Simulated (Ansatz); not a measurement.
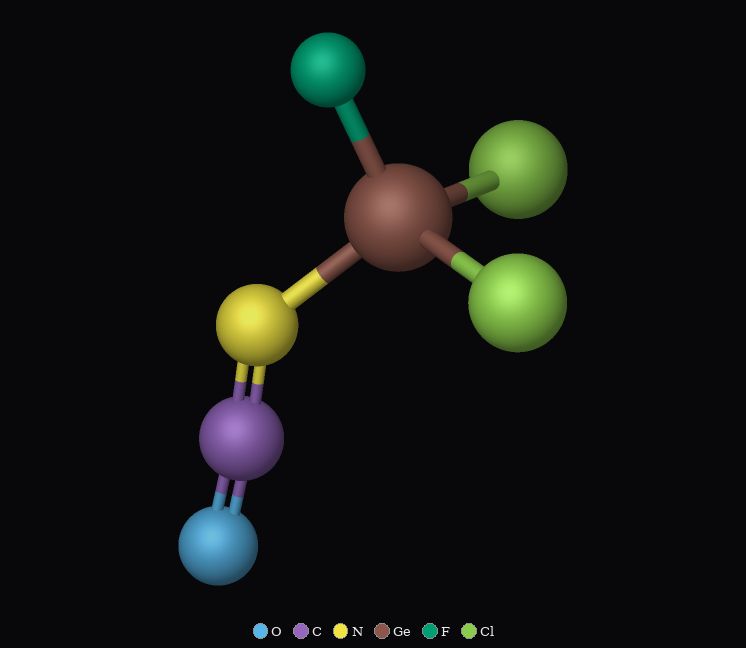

The picture shows a molecular structure as a ball-and-stick model. Multiple sticks mark multiple bonds (one Kekulé form).

Computed geometry: PBE0-D4/def2-TZVP optimisation. No frequency run is at hand to confirm it as a minimum.

Identify the structure.

The molecule is CCl2FGeNO. SMILES: `O=C=[N][Ge]([F])([Cl])[Cl]`. This geometry has Cs symmetry. Coordination: 1 C linear; 1 N bent; 1 Ge tetrahedral.

More results for the same structure follow; atom numbers are the same in all pictures, views and colours differ.

## Shape

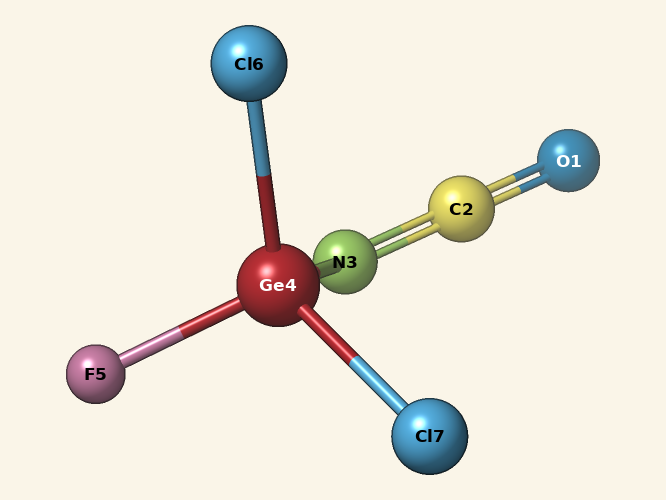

N3 lies behind Ge4. The molecule seen a little off the Ge4–N3 bond, Ge4 in front. Distant atoms are faded towards the background colour. No frequency run is at hand to confirm it as a minimum.

**What is the torsion angle Cl6–Ge4–N3–C2? The sign is positive where the front bond must turn clockwise to cover the back bond.**

63°, synclinal (gauche).

## Charges

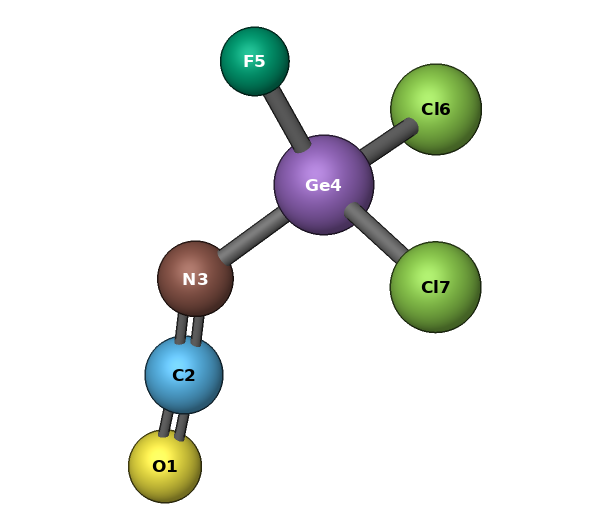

The questions are on Mulliken charges. No frequency run is at hand to confirm it as a minimum. Level of theory: RKS r2SCAN-D4/def2-TZVPP (Ansatz 0.2.0).

List the Mulliken charges.

| atom | value (e) |
| --- | --- |
| O1 | −0.19 |
| C2 | 0.32 |
| N3 | −0.31 |
| Ge4 | 0.95 |
| F5 | −0.32 |
| Cl6 | −0.23 |
| Cl7 | −0.23 |

## Dipole moment

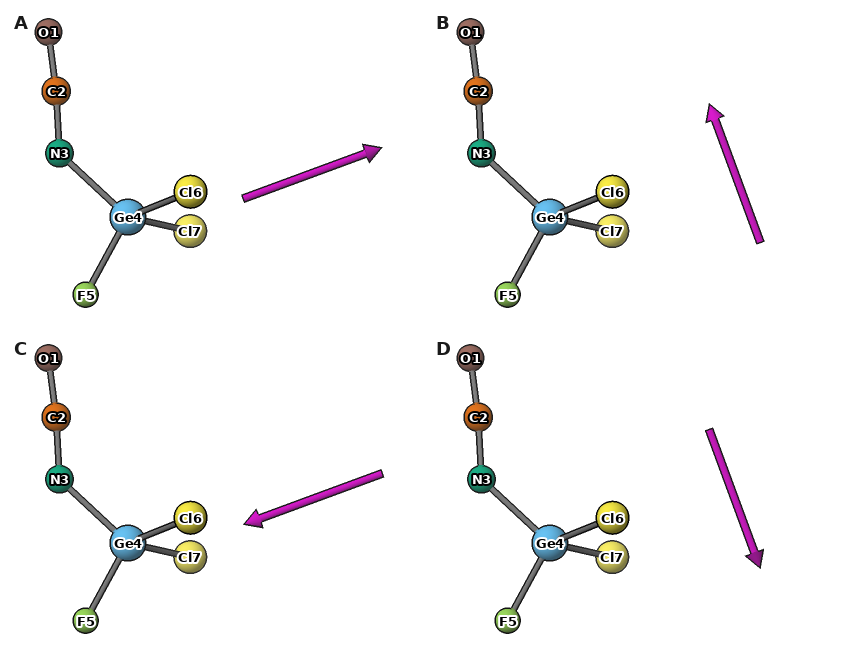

The same molecule four times, each with an arrow. No frequency run is at hand to confirm it as a minimum. Level of theory: RKS B3LYP-D4/def2-TZVPP (Ansatz 0.2.0).

**Which arrow points along the dipole moment, from the negative to the positive end?**

A. The dipole moment is 0.78 D; it points from the side of F5 to the side of Cl6, Cl7 (the outermost atoms at the two ends).

## Electronic properties

No frequency run is at hand to confirm it as a minimum. Method: RKS revPBE-D4/def2-TZVPP (Ansatz 0.2.0).

**What is the dispersion correction?**

−64.5 kJ/mol.

**Estimate the HOMO–LUMO gap.**

5.27 eV.

**Give the HOMO energy (Kohn–Sham orbital) at this level.**

−7.97 eV.

Mulliken values depend strongly on the basis set and can even reverse the polarity of a bond.
